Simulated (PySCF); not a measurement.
# triplet HBS at 6 levels

We compute a comparison of 6 runs (U-r2SCAN/def2-TZVPPD, U-wB97X/def2-TZVPPD, UBLYP/def2-TZVPPD, UCAM-B3LYP/def2-TZVPPD, UM06-L/def2-TZVPPD, USVWN5/def2-TZVPPD) of triplet HBS. The job is set up through a Python script.

The calculation is run with PySCF 2.14.0.

3 further runs of the same task are left out: 3 set aside as unsound or not needed. Runs told in other sessions of the task aren't counted.

## 1. The system as given

The species is HBS (3 atoms), meant as a triplet with charge 0. As SMILES of the parent species, `B=S`. Geometry: relaxed at GFN2-xTB. That shape belongs to the parent species and isn't relaxed for this state.

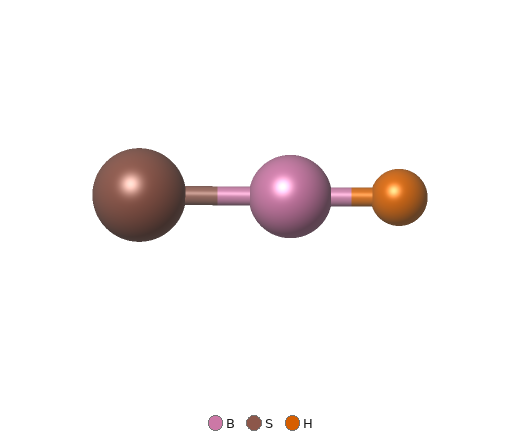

The structure, seen from a chosen angle (boron pink, sulfur brown, hydrogen orange).

## 2. The energy at U-r2SCAN/def2-TZVPPD (run 1)

The input, mol.xyz:

```xyz
3
BHS
B     -0.041030    -0.016100     0.142540
S      0.395320     0.146510    -1.379660
H     -0.354300    -0.130410     1.237110
```

The input, run.py:

```python
from pyscf import gto, dft

mol = gto.Mole()
mol.atom = 'mol.xyz'
mol.basis = 'def2-tzvppd'
mol.spin = 2
mol.verbose = 3
mol.max_memory = 1860
mol.build()

mf = dft.UKS(mol, xc='r2scan')
mf.conv_tol = 1e-10
mf.grids.level = 5
mf.kernel()
if not mf.converged:
    mf = mf.newton().run(mf.mo_coeff, mf.mo_occ)

energy = mf.e_tot
print(f'total energy: {energy:.8f} hartree')
```

Command:

```bash
OMP_NUM_THREADS=1 python run.py
```

What it wrote:

```text
WARN: HOMO -0.104202362682556 >= LUMO -0.336188508266707

WARN: HOMO -0.0911830499948962 >= LUMO -0.250641868823958

WARN: HOMO -0.122440106206255 >= LUMO -0.244907018287247

WARN: HOMO -0.126550292854755 >= LUMO -0.245271638901528

WARN: HOMO -0.12420971806139 >= LUMO -0.239176708680993

WARN: HOMO -0.124930121353508 >= LUMO -0.240061045074913

WARN: HOMO -0.124978539023544 >= LUMO -0.239908223560679

WARN: HOMO -0.124966742835564 >= LUMO -0.239997383605242

WARN: HOMO -0.124989646174939 >= LUMO -0.239997222577809

WARN: HOMO -0.124990379003883 >= LUMO -0.240001567057377

WARN: HOMO -0.124990839798141 >= LUMO -0.24000258716406

WARN: HOMO -0.12499035081461 >= LUMO -0.240001841895054

converged SCF energy = -423.460508098004  <S^2> = 2.0158854  2S+1 = 3.0105717
total energy: -423.46050810 hartree
```

Run time: 40 s. Hardware: 1 thread of Arm Neoverse V1, shared host; peak memory 0.56 GiB.

## 3. The energy at U-wB97X/def2-TZVPPD (run 2)

The input, calc.py:

```python
from pyscf import gto, dft

mol = gto.Mole()
mol.atom = 'B -0.041030 -0.016100 0.142540; S 0.395320 0.146510 -1.379660; H -0.354300 -0.130410 1.237110'
mol.max_memory = 1860
mol.spin = 2
mol.basis = 'def2-tzvppd'
mol.charge = 0
mol.verbose = 3
mol.build()

mf = dft.UKS(mol, xc='wb97x')
mf.grids.level = 5
mf.conv_tol = 1e-10
mf.kernel()
if not mf.converged:
    mf = mf.newton().run(mf.mo_coeff, mf.mo_occ)

energy = mf.e_tot
print('E(%s) = %.9f' % ('WB97X', energy))
```

Command:

```bash
OMP_NUM_THREADS=1 python calc.py
```

What it wrote:

```text
WARN: HOMO -0.0242633466410158 >= LUMO -0.376839114005242

converged SCF energy = -423.488345114499  <S^2> = 2.0084934  2S+1 = 3.0056569
E(WB97X) = -423.488345114
```

Wall time 31 s (1 thread of Arm Neoverse V1, shared host); peak memory 0.52 GiB.

Runs 3 to 5 aren't shown in full; the table further down has their settings and results.

## 4. A single-point energy at USVWN5/def2-TZVPPD (run 6)

The input, calc.py:

```python
from pyscf import gto, dft

system = gto.Mole()
system.atom = '''
B     -0.077535    -0.030425     0.269362
S      0.747047     0.276864    -2.607180
H     -0.669530    -0.246439     2.337799
'''
system.charge = 0
system.basis = 'def2-tzvppd'
system.unit = 'bohr'
system.spin = 2
system.max_memory = 1860
system.verbose = 3
system.build()

mf = dft.UKS(system, xc='svwn')
mf.grids.level = 5
mf.conv_tol = 1e-10
mf.kernel()
if not mf.converged:
    mf = mf.newton().run(mf.mo_coeff, mf.mo_occ)

e_tot = mf.e_tot
print(f'total energy: {e_tot:.8f} hartree')
```

Command:

```bash
OMP_NUM_THREADS=1 python calc.py
```

What it wrote:

```text
WARN: HOMO -0.115701982774252 >= LUMO -0.329690575638233

WARN: HOMO -0.0749502983256528 >= LUMO -0.275003110592013

WARN: HOMO -0.113864945358705 >= LUMO -0.277870010741681

WARN: HOMO -0.116277302776864 >= LUMO -0.284947357712631

WARN: HOMO -0.113513169075755 >= LUMO -0.279978620701983

WARN: HOMO -0.113481470125765 >= LUMO -0.279919995047775

WARN: HOMO -0.113590096502681 >= LUMO -0.279900224445393

WARN: HOMO -0.113585079118181 >= LUMO -0.279909379796964

WARN: HOMO -0.113583586711065 >= LUMO -0.279911234697832

WARN: HOMO -0.113583798350628 >= LUMO -0.279908522128784

WARN: HOMO -0.113583904103338 >= LUMO -0.279908791155501

WARN: HOMO -0.113584033241144 >= LUMO -0.279909244785126

converged SCF energy = -421.832971151589  <S^2> = 2.0039446  2S+1 = 3.0026286
total energy: -421.83297115 hartree
```

Run time: 11 s. Hardware: 1 thread of Arm Neoverse V1, shared host; peak memory 0.34 GiB.

## 5. All runs side by side

```
run                   level  energy (Eh)  dipole moment (D)  HOMO energy (eV)   ⟨S²⟩  wall time
  1    U-r2SCAN/def2-TZVPPD  -423.460508               0.41             -3.40  2.016       40 s
  2     U-wB97X/def2-TZVPPD  -423.488345               0.29             -6.28  2.008       31 s
  3       UBLYP/def2-TZVPPD  -423.490922               0.50             -2.91  2.006       16 s
  4  UCAM-B3LYP/def2-TZVPPD  -423.495301               0.35             -5.37  2.008       29 s
  5      UM06-L/def2-TZVPPD  -423.495339               0.41             -3.00  2.014       40 s
  6      USVWN5/def2-TZVPPD  -421.832971               0.51             -3.09  2.004       11 s
```

## 6. What came out

```
                                 quantity          value
                      run 6: total energy  -421.83297 Eh
                     run 6: dipole moment         0.51 D
run 6: HOMO energy (highest over α and β)       -3.09 eV
                              run 6: ⟨S²⟩          2.004
```

**Reading.** The dipole moment (its size) runs from 0.29 D (U-wB97X/def2-TZVPPD) to 0.51 D (USVWN5/def2-TZVPPD). Totals of different functionals can't be ranked against each other. All runs together took 2.8 min, the longest 40 s.
